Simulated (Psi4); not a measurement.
# [NH2]− (SMILES [NH2-]) at MP3/aug-cc-pVTZ

What is the energy change on altering one bond length of [NH2]− at MP3/aug-cc-pVTZ? 

Program for the calculation: Psi4 1.11.

5 further runs of the same task are left out: 2 that didn't finish, 3 set aside as unsound or not needed.

**1. The molecule**

[NH2]−: 3 atoms, total charge -1, spin state singlet. SMILES: `[NH2-]`. The coordinates come from a PBE0-D4/def2-TZVPD relaxation.

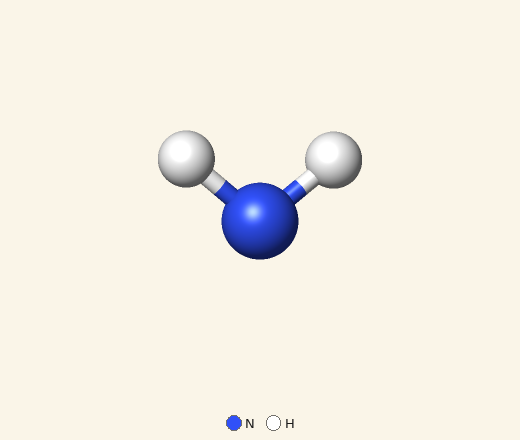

Viewed from a chosen angle; nitrogen blue, hydrogen white.

**2. A single-point energy at MP3/aug-cc-pVTZ**

Contents of job.inp:

```
memory 1600 MB

molecule mol {
  -1 1
  N
  H 1 R2
  H 1 R3 2 A3

  R2 = 1.027394
  R3 = 1.027407
  A3 = 101.75743
  symmetry c1
}

set {
  basis           aug-cc-pVTZ
  puream          true
  e_convergence   1e-09
  d_convergence   1e-08
  scf_type        pk
  num_frozen_docc 1
  mp_type         conv
}

e = energy('mp3')
```

Command:

```
psi4 -n 1 job.inp job.out
```

job.out:

```text
[...]
  Running in c1 symmetry.
[...]
  Nuclear repulsion =    7.542850373371813
[...]
  Multiplicity = 1
[...]
  Nalpha       = 5
  Nbeta        = 5
[...]
    Number of basis functions: 92
[...]
   @RHF iter   1:   -55.32257566828953   -5.00419e-01   7.29603e-03 DIIS/ADIIS
[...]
   @RHF iter  11:   -55.54843410758730   -4.98090e-12   2.80518e-09 DIIS
[...]
    Orbital Energies [Eh]
    ---------------------
    Doubly Occupied:
       1A    -15.225902     2A     -0.760625     3A     -0.289697
       4A     -0.142970     5A     -0.049041
[...]
  @RHF Final Energy:   -55.54843410758730
   => Energetics <=
    Nuclear Repulsion Energy =              7.5428503733718131
    One-Electron Energy =                 -93.2460986620647958
    Two-Electron Energy =                  30.1548141811056709
    Total Energy =                        -55.5484341075873047
[...]
 Multipole Moments:
 ------------------------------------------------------------------------------------
     Multipole            Electronic (a.u.)      Nuclear  (a.u.)        Total (a.u.)
 ------------------------------------------------------------------------------------
 L = 1.  Multiply by 2.5417464519 to convert [e a0] to [Debye]
 Dipole X            :          0.3657389           -0.8244856           -0.4587467
 Dipole Y            :          0.2974341           -0.6705394           -0.3731053
 Dipole Z            :          0.0000000            0.0000000            0.0000000
 Magnitude           :                                                    0.5913172
[...]
	SCS-MP2 Total Energy (a.u.)        :   -55.80770038817228
	SOS-MP2 Total Energy (a.u.)        :   -55.80682960871059
[...]
	SOS-PI-MP2 Total Energy (a.u.)     :   -55.82670618572007
[...]
	MP2 Total Energy (a.u.)            :   -55.80944194709566
[...]
	SCS-MP3 Total Energy (a.u.)        :   -55.80770482461425
[...]
	MP3 Total Energy (a.u.)            :   -55.80945969286355
[...]
```

Wall time 23 s (1 thread of Intel Xeon at 2.50GHz (Skylake/Cascade Lake), shared host); peak memory 1.1 GiB.

**3. The distorted shape**

Contents of job.py:

```python
import psi4

psi4.set_memory(1600000000)
psi4.set_num_threads(1)
psi4.core.set_output_file('psi4.out', False)

geom = psi4.geometry("""
-1 1
N
H 1 1.1815
H 1 1.027407 2 101.75744
symmetry c1
no_reorient
no_com
""")

psi4.set_options({
    'basis': 'aug-cc-pVTZ',
    'puream': True,
    'e_convergence': 1e-09,
    'd_convergence': 1e-08,
    'scf_type': 'pk',
    'num_frozen_docc': 1,
    'mp_type': 'conv',
})

e_tot = psi4.energy("mp3")
print(f'mp3 energy: {e_tot:.10f} Eh')
```

Command:

```
python job.py
```

psi4.out:

```text
[...]
  Running in c1 symmetry.
[...]
  Nuclear repulsion =    7.048924961376951
[...]
  Multiplicity = 1
[...]
  Nalpha       = 5
  Nbeta        = 5
[...]
    Number of basis functions: 92
[...]
   @RHF iter   1:   -55.30247671249546   -5.52858e-01   7.22768e-03 ADIIS/DIIS
[...]
   @RHF iter  12:   -55.53283611943247   -3.73745e-12   3.21460e-09 DIIS
[...]
    Orbital Energies [Eh]
    ---------------------
    Doubly Occupied:
       1A    -15.248020     2A     -0.739456     3A     -0.266290
       4A     -0.141136     5A     -0.055344
[...]
  @RHF Final Energy:   -55.53283611943247
   => Energetics <=
    Nuclear Repulsion Energy =              7.0489249613769509
    One-Electron Energy =                 -92.2630327665496850
    Two-Electron Energy =                  29.6812716857402599
    Total Energy =                        -55.5328361194324742
[...]
 Multipole Moments:
 ------------------------------------------------------------------------------------
     Multipole            Electronic (a.u.)      Nuclear  (a.u.)        Total (a.u.)
 ------------------------------------------------------------------------------------
 L = 1.  Multiply by 2.5417464519 to convert [e a0] to [Debye]
 Dipole X            :          0.3821161           -0.8244856           -0.4423696
 Dipole Y            :          0.5824603           -0.7968583           -0.2143981
 Dipole Z            :          0.0000000            0.0000000            0.0000000
 Magnitude           :                                                    0.4915866
[...]
	SCS-MP2 Total Energy (a.u.)        :   -55.79534473862266
	SOS-MP2 Total Energy (a.u.)        :   -55.79461633980728
[...]
	SOS-PI-MP2 Total Energy (a.u.)     :   -55.81475327983610
[...]
	MP2 Total Energy (a.u.)            :   -55.79680153625344
[...]
	SCS-MP3 Total Energy (a.u.)        :   -55.79520080068664
[...]
	MP3 Total Energy (a.u.)            :   -55.79622578450937
[...]
```

On the terminal:

```text
mp3 energy: -55.7962257845 Eh
```

Wall time 23 s (1 thread of Intel Xeon at 2.50GHz (Skylake/Cascade Lake), shared host); peak memory 1.1 GiB.

**4. Outcome**

At MP3/aug-cc-pVTZ, 1 core orbital frozen:

| quantity | value |
| --- | --- |
| first shape: total energy | -55.80946 Eh |
| first shape: HOMO energy (Hartree–Fock orbitals) | -1.33 eV |
| first shape: LUMO energy (Hartree–Fock orbitals) | 4.50 eV |
| first shape: HOMO–LUMO gap (to an unbound level, set by the basis) | 5.83 eV |
| first shape: correlation energy (1 core orbital frozen) | -261.0 mEh |
| distorted shape: total energy | -55.79623 Eh |
| distorted shape: HOMO energy (Hartree–Fock orbitals) | -1.51 eV |
| distorted shape: LUMO energy (Hartree–Fock orbitals) | 4.50 eV |
| distorted shape: HOMO–LUMO gap (to an unbound level, set by the basis) | 6.01 eV |
| distorted shape: correlation energy (1 core orbital frozen) | -263.4 mEh |
| energy change with the N1–H2 bond stretched from 1.027 to 1.181 Å | 0.360 eV |

What this shows: With the N1–H2 bond stretched from 1.027 to 1.181 Å the energy rises by 0.36 eV (8.3 kcal/mol). The first shape isn't relaxed at this level, so the change isn't measured from a minimum.
